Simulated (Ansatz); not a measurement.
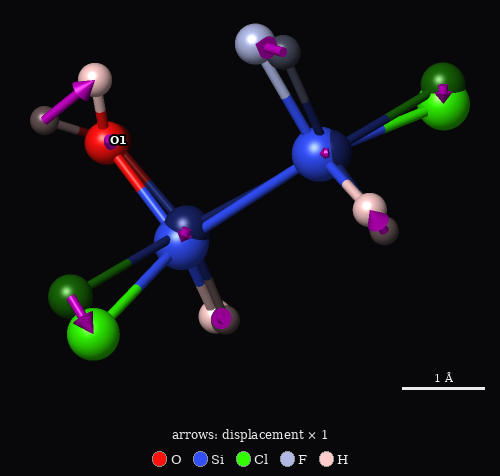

This is a relaxation of Si₂H₃OCl₂F (coarse preliminary run). The starting structure is drawn faded, the final one solid; purple arrows show the displacements, at their true length. The two geometries are superimposed by the best rigid fit.

A ball-and-stick model, seen at a tilt.

The start comes from a force field.

Computed with RKS PBE-D4/def2-SVP in Ansatz 0.2.0.

Input
```yaml
crystal:
  periodic: [false, false, false]
  atoms:
    - {symbol: O, position_ang: [0.331100, -1.750500, -1.013900]}
    - {symbol: Si, position_ang: [-0.160100, -0.162600, -0.898100]}
    - {symbol: Cl, position_ang: [1.267900, 0.837600, -2.026900]}
    - {symbol: Si, position_ang: [-0.280300, 0.681900, 1.236800]}
    - {symbol: F, position_ang: [1.153700, 0.467400, 2.011700]}
    - {symbol: Cl, position_ang: [-1.682600, -0.311200, 2.355200]}
    - {symbol: H, position_ang: [1.267000, -1.853300, -1.258100]}
    - {symbol: H, position_ang: [-1.438200, 0.026000, -1.621400]}
    - {symbol: H, position_ang: [-0.584700, 2.122400, 1.283600]}
basis:
  gaussian: {orbitals: def2-SVP}
hamiltonian: {xc: pbe, dispersion: d4}
relax: {f_tol: 0.03, max_steps: 200}
```

Which element moves most?

Answer. Hydrogen: up to 0.86 Å, against 0.55 Å for fluorine.

What did the optimiser do to the structure, and how much energy did it gain?

Answer. The atom that moves furthest after the best rigid fit is H7 (0.86 Å). Largest moves by element: H 0.86 Å, F 0.55 Å, Cl 0.54 Å, Si 0.19 Å, O 0.19 Å. Among the contacts that change: Si2–Si4 2.299 → 2.349 Å, Si4–Cl6 2.050 → 2.076 Å, Si4–H9 1.473 → 1.499 Å, Si2–Cl3 2.077 → 2.092 Å. Bond angles that change, for instance: O1–Si2–Cl3 102.6° → 112.6°, O1–Si2–Si4 115.5° → 105.9°, Si2–Si4–F5 110.1° → 101.9°. Groups turn about O1–Si2 by about 60°, Si2–Si4 by about 20°. After 16 accepted moves (17 points after the start) the energy has fallen by 0.197 eV. The largest force component goes from 0.84 to 0.01 eV/Å. The line search rejected the trial step at point 6 of the run. The forces were under the threshold at step 13, but the run went on from there. The run took of the order of 70 core-seconds on a shared host.
